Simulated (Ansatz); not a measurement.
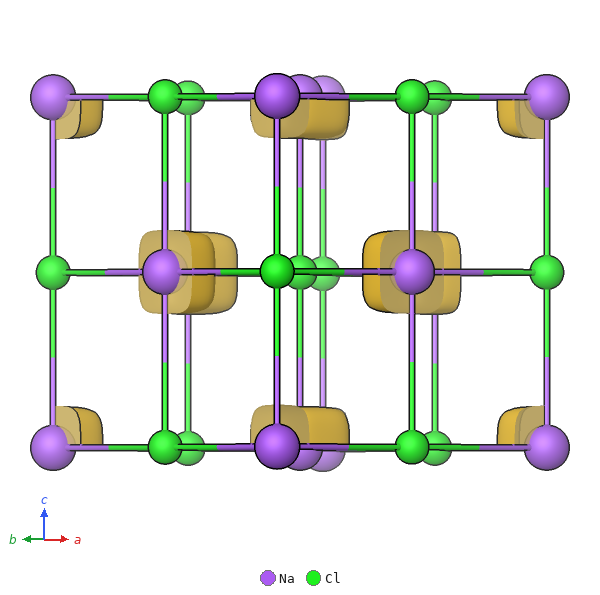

Bond-valence mismatch map for Na+ in NaCl (Fm-3m, No. 225): the yellow surface encloses the points where |V − 1| < 0.4 v.u. (1×1×1 cells, view from a free direction). Pale faces close the region where the drawn box cuts it.

At each point the valence sum V of a Na+ ion is computed from the anions within 5 Å (s = exp((R0 − d)/b), R0 fitted to published crystal structures with b = 0.37 Å; R0: Na+–Cl 2.166 Å). The other Na+ ions are ignored. This is an empirical screen for pathways, not an energy calculation.

Origin of the cell: the end point of a relaxation (final pressure about -2.1 GPa) with DFT, PAW plane waves, r2scan (Ansatz).

```
Na Cl
1.0
     5.78577    0.00000    0.00000
     0.00000    5.78577    0.00000
     0.00000    0.00000    5.78577
Na Cl
4 4
Direct
  0.00000 0.00000 0.00000
  0.00000 0.50000 0.50000
  0.50000 0.00000 0.50000
  0.50000 0.50000 0.00000
  0.50000 0.00000 0.00000
  0.50000 0.50000 0.50000
  0.00000 0.00000 0.50000
  0.00000 0.50000 0.00000
```

How are the low-mismatch regions connected (counting the regions that come within 0.6 Å of a Na site)?

No path at this level: the regions are isolated pockets that do not connect across cells.

At which mismatch do paths open?

No path opens below 0.7 v.u. These are grid estimates, good to about 0.1 v.u.

What is the valence sum at the Na sites themselves?

0.84 v.u., against the formal 1.
